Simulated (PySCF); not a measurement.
**CoOH3: frequency calculation**

CoOH3, multiplicity 5, computed with UKS-based PBE0, Co def2-TZVP, O def2-TZVP, H def2-TZVP; non-relativistic Hamiltonian; density fitting (PySCF 2.14.0).

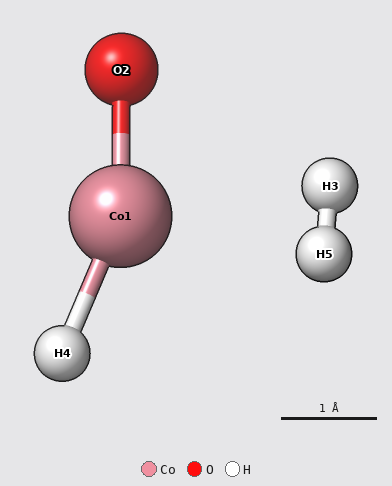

Fig. 1: The structure as given in the input (ball-and-stick view, seen at a tilt; atoms are numbered from 1 in the order of the input). Sticks mark near contacts.

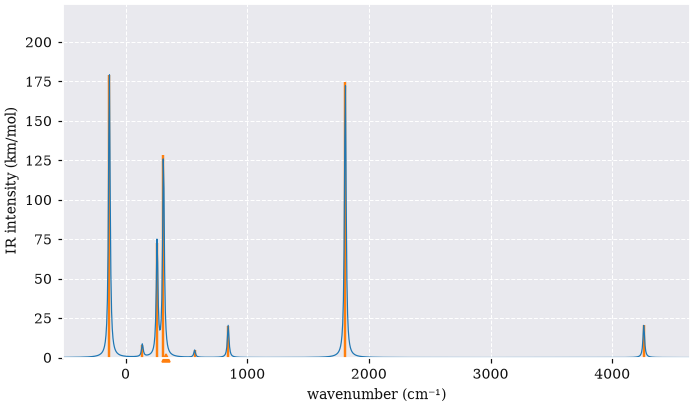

Fig. 2: Harmonic infrared spectrum, unscaled: sticks (degenerate modes added up, dark ones marked on the axis) with a Lorentzian envelope of 16 cm⁻¹ full width, scaled to the tallest stick; imaginary modes are drawn at negative wavenumbers. 9 modes from 133i to 4259 cm⁻¹, 1 imaginary beyond 8i (133i cm⁻¹): a first-order saddle point, if the geometry is stationary. The strongest line is at 133i cm⁻¹ (179 km/mol). All modes, in cm⁻¹ (km/mol): 133i (179), 138 (7.8), 260 (73), 312 (128), 333 (0.5), 568 (4.5), 844 (20), 1806 (174), 4259 (20).

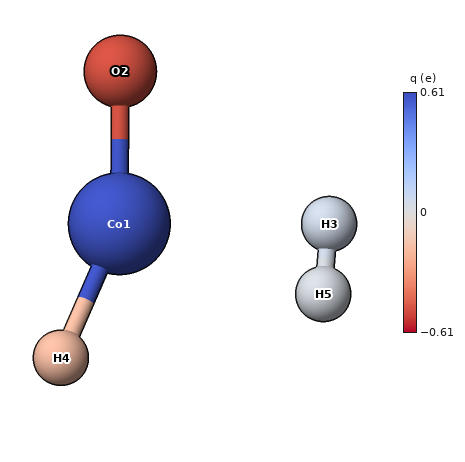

Fig. 3: Mulliken charges, as the colour of each atom (ball-and-stick view, seen at a tilt; atoms are numbered from 1 in the order of the input). By element: Co +0.58, O −0.48 and H −0.18 to +0.06 e.

The input that produced these results follows, with the program's output.

Input
```python
from pyscf import gto, scf, dft
mol = gto.M(atom='''
Co     0.227410    -0.218775    -0.006326
O     -1.116445     0.709983     0.031057
H      1.451704     1.742469    -0.040383
H      1.075572    -1.574927    -0.029920
H      2.037670     1.264797    -0.056684''',
    basis={'Co': 'def2-TZVP', 'O': 'def2-TZVP', 'H': 'def2-TZVP'},
    charge=0, spin=4)
mf = dft.UKS(mol, xc='PBE0')
mf.grids.atom_grid = (75, 302)
aux = {'Co': 'def2-universal-JKFIT', 'O': 'def2-universal-JKFIT', 'H': 'def2-universal-JKFIT'}
mf = mf.density_fit(auxbasis=aux)
mf.conv_tol = 1e-09
mf.diis_space = 10
mf.max_cycle = 60
mf.verbose = 4
mf.kernel()
```

The script is an equivalent of the set-up of the self-consistent field. The run itself was carried out by a driver, which started from the orbitals of the step before it where there was one and computed the further properties.

Command:
```bash
OMP_NUM_THREADS=4 python axn.py task.json out
```

Log
```
init E= -1459.40888914106
  alpha nocc = 21  HOMO = -0.297000098836251  LUMO = 0.0360577617682226
  beta  nocc = 17  HOMO = -0.292992250741671  LUMO = -0.124176761547576
  HOMO = -0.292992250742  LUMO = -0.124176761548  gap/eV = 4.59370
cycle= 1 E= -1459.40888914155  delta_E= -4.87e-10  |g|= 2.15e-05  |ddm|= 2.9e-05
  alpha nocc = 21  HOMO = -0.297002308614678  LUMO = 0.0360569422720683
  beta  nocc = 17  HOMO = -0.292992461267139  LUMO = -0.124181633327618
  HOMO = -0.292992461267  LUMO = -0.124181633328  gap/eV = 4.59358
cycle= 2 E= -1459.40888913979  delta_E= 1.76e-09  |g|= 9.81e-05  |ddm|= 4.67e-05
  alpha nocc = 21  HOMO = -0.297000515699953  LUMO = 0.036057584157806
  beta  nocc = 17  HOMO = -0.292992260063918  LUMO = -0.124177631150923
  HOMO = -0.292992260064  LUMO = -0.124177631151  gap/eV = 4.59368
cycle= 3 E= -1459.40888914233  delta_E= -2.54e-09  |g|= 9.88e-06  |ddm|= 3.18e-05
  alpha nocc = 21  HOMO = -0.297000433803923  LUMO = 0.0360576605978962
  beta  nocc = 17  HOMO = -0.292992396617495  LUMO = -0.124177607930414
  HOMO = -0.292992396617  LUMO = -0.12417760793  gap/eV = 4.59368
cycle= 4 E= -1459.40888914125  delta_E= 1.08e-09  |g|= 1e-05  |ddm|= 5.22e-05
  alpha nocc = 21  HOMO = -0.296999854592572  LUMO = 0.0360581528837069
  beta  nocc = 17  HOMO = -0.292992774361654  LUMO = -0.124176799105681
  HOMO = -0.292992774362  LUMO = -0.124176799106  gap/eV = 4.59372
cycle= 5 E= -1459.40888913443  delta_E= 6.82e-09  |g|= 9.5e-06  |ddm|= 0.000342
  alpha nocc = 21  HOMO = -0.296999722431711  LUMO = 0.0360582360381088
  beta  nocc = 17  HOMO = -0.292992801506851  LUMO = -0.124176681951556
  HOMO = -0.292992801507  LUMO = -0.124176681952  gap/eV = 4.59372
cycle= 6 E= -1459.40888913227  delta_E= 2.17e-09  |g|= 9.36e-06  |ddm|= 0.000117
  alpha nocc = 21  HOMO = -0.297000257628008  LUMO = 0.0360580738219949
  beta  nocc = 17  HOMO = -0.292992528798837  LUMO = -0.124176727413836
  HOMO = -0.292992528799  LUMO = -0.124176727414  gap/eV = 4.59371
cycle= 7 E= -1459.408889121  delta_E= 1.13e-08  |g|= 7.69e-06  |ddm|= 0.000728
  alpha nocc = 21  HOMO = -0.29700040330995  LUMO = 0.0360575044062367
  beta  nocc = 17  HOMO = -0.292991317397691  LUMO = -0.124177321790678
  HOMO = -0.292991317398  LUMO = -0.124177321791  gap/eV = 4.59366
cycle= 8 E= -1459.40888910867  delta_E= 1.23e-08  |g|= 5.03e-06  |ddm|= 0.00125
  alpha nocc = 21  HOMO = -0.297000583157476  LUMO = 0.0360573600012908
  beta  nocc = 17  HOMO = -0.292991323337578  LUMO = -0.124177464841155
  HOMO = -0.292991323338  LUMO = -0.124177464841  gap/eV = 4.59366
cycle= 9 E= -1459.40888910666  delta_E= 2.01e-09  |g|= 3.92e-06  |ddm|= 0.000398
  alpha nocc = 21  HOMO = -0.297000748323184  LUMO = 0.0360571400214305
  beta  nocc = 17  HOMO = -0.292991721148455  LUMO = -0.124177877055023
  HOMO = -0.292991721148  LUMO = -0.124177877055  gap/eV = 4.59366
cycle= 10 E= -1459.40888910529  delta_E= 1.37e-09  |g|= 1.22e-06  |ddm|= 0.000666
  alpha nocc = 21  HOMO = -0.297001039774368  LUMO = 0.03605711047829
  beta  nocc = 17  HOMO = -0.292991809406034  LUMO = -0.124178140308104
  HOMO = -0.292991809406  LUMO = -0.124178140308  gap/eV = 4.59365
cycle= 11 E= -1459.40888910528  delta_E= 1.05e-11  |g|= 5.54e-07  |ddm|= 6.01e-05
  alpha nocc = 21  HOMO = -0.297001026193639  LUMO = 0.0360571146993428
  beta  nocc = 17  HOMO = -0.292991794431292  LUMO = -0.124178069466416
  HOMO = -0.292991794431  LUMO = -0.124178069466  gap/eV = 4.59366
Extra cycle  E= -1459.40888910528  delta_E=    0  |g|= 1.38e-06  |ddm|= 9.44e-07
converged SCF energy = -1459.40888910528  <S^2> = 6.0245439  2S+1 = 5.009808
```

Summary

- outcome: converged
- total energy: −1459.408889 hartree
- ⟨S²⟩: 6.025
- zero-point energy: 0.019410 hartree
- dipole moment: 2.25 D
- wavenumbers, lowest and highest: 133i and 4259 cm⁻¹
- hardware: 4 threads of Arm Neoverse V1, 24 GiB of memory available, shared host
- wall time: 88 s (CPU time 4.5 min)
- peak memory: 1.3 GiB
